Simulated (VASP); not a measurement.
Band structure of Co$_{2}$YB$_{2}$ (space group I4/mmm). All values below come from LDA (Ceperley-Alder, Perdew-Zunger), VASP's LDA PAW potentials (set 64) (plane waves; VASP).

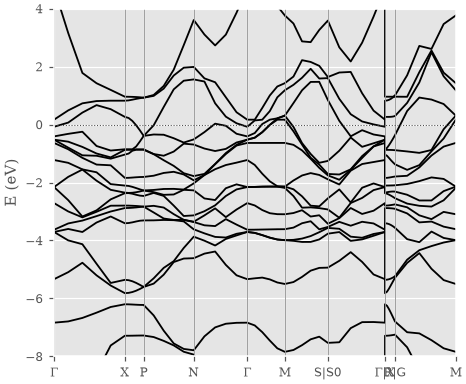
Figure. Bands along high-symmetry lines, zero at the valence-band maximum or, without a gap, the Fermi level

Read the plot: is there a gap, and where are the band edges?

It has no gap at this level: it comes out as a metal or semimetal.

The structure comes from a computed database's Co2YB2 entry; how it stands against other phases isn't given here. The cell was not relaxed at this level. The run is not spin-polarised, so no magnetic state was tried. The electron count is odd and the run is not spin-polarised, which forces a metal.
